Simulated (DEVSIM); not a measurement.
Structure: Si/Ge p-n heterojunction, at 350 K.

| layer (left to right) | material | thickness (μm) | Nd (cm⁻³) | Na (cm⁻³) | τn (s) | τp (s) |
|---|---|---|---|---|---|---|
| 1 | Si | 0.850 | - | 2.5e17 | 2.6e-5 | 2.6e-5 |
| 2 | Ge | 1.30 | 1.6e18 | - | 2.6e-5 | 2.6e-5 |

Left contact: ohmic. Right contact: ohmic. Voltage is applied to the left contact. Recombination: SRH at mid-gap, radiative, Auger. Mobility is constant in doping.

Constants are typed, rounded textbook-type inputs, not results; the design itself was drawn at random and stands for no fabricated device. Values at 300 K; Nc and Nv go as T^1.5, mobilities as T to minus their exponent, the gap by Varshni's rule with the affinity fixed.

```csv
parameter,Si,Ge
gap (eV),1.124,0.664
affinity (eV),4.05,4
permittivity,11.7,16
Nc (cm⁻³),2.86e19,1.04e19
Nv (cm⁻³),3.1e19,6e18
μn (cm²/Vs),1417,3900
μp (cm²/Vs),470,1900
T exponent of μn,2.3,1.66
T exponent of μp,2.2,2.33
B (cm³/s),4.7e-15,6.4e-14
Cn (cm⁶/s),2.8e-31,1e-31
Cp (cm⁶/s),9.9e-32,1e-31
Varshni α (eV/K),0.000473,0.000477
Varshni β (K),636,235
```

Simulated with DEVSIM: 1D drift-diffusion, Boltzmann statistics, complete ionisation; no tunnelling, impact ionisation, image-force lowering or self-heating. Band offsets follow the typed affinities; no thermionic-emission limit at abrupt steps, no polarisation charge.

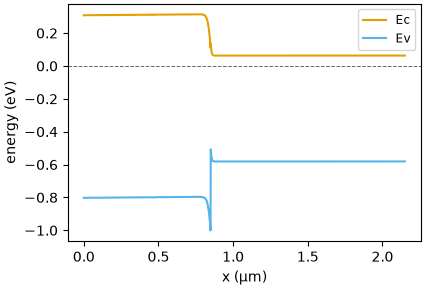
Figure: Band edges at 0.65 V on the left contact

Energies count from the Fermi level of the right contact; mesh points crowd at the junctions.

| x (μm) | Ec (eV) | Ev (eV) | n (cm⁻³) | p (cm⁻³) | field (V/cm) |
|---|---|---|---|---|---|
| 0.000 | 0.308 | -0.802 | 570000 | 2.5e17 | 77 |
| 0.006029 | 0.308 | -0.802 | 8.6e12 | 2.5e17 | 77 |
| 0.02055 | 0.309 | -0.802 | 2.9e13 | 2.5e17 | 77 |
| 0.05208 | 0.309 | -0.802 | 7.4e13 | 2.5e17 | 76 |
| 0.1644 | 0.310 | -0.801 | 2.3e14 | 2.5e17 | 76 |
| 0.3901 | 0.311 | -0.799 | 5.3e14 | 2.5e17 | 76 |
| 0.6384 | 0.313 | -0.797 | 8.5e14 | 2.5e17 | 76 |
| 0.7820 | 0.314 | -0.797 | 1.0e15 | 2.5e17 | -240 |
| 0.8224 | 0.291 | -0.820 | 2.3e15 | 1.1e17 | -24000 |
| 0.8409 | 0.195 | -0.916 | 5.6e16 | 4.5e15 | -87000 |
| 0.8486 | 0.109 | -1.001 | 9.6e17 | 1.2e14 | -150000 |
| 0.8560 | 0.085 | -0.560 | 7.9e17 | 4.1e16 | -48000 |
| 0.8706 | 0.064 | -0.581 | 1.6e18 | 2.0e16 | -1600 |
| 0.9024 | 0.063 | -0.581 | 1.6e18 | 1.9e16 | ≈ 0 |
| 1.016 | 0.063 | -0.581 | 1.6e18 | 1.8e16 | ≈ 0 |
| 1.230 | 0.063 | -0.581 | 1.6e18 | 1.4e16 | ≈ 0 |
| 1.662 | 0.063 | -0.581 | 1.6e18 | 7.6e15 | ≈ 0 |
| 1.935 | 0.063 | -0.581 | 1.6e18 | 3.4e15 | ≈ 0 |
| 2.081 | 0.063 | -0.581 | 1.6e18 | 1.1e15 | ≈ 0 |
| 2.123 | 0.063 | -0.581 | 1.6e18 | 4.2e14 | ≈ 0 |
| 2.141 | 0.063 | -0.581 | 1.6e18 | 1.4e14 | ≈ 0 |
| 2.150 | 0.063 | -0.581 | 1.6e18 | 3.3e10 | ≈ 0 |
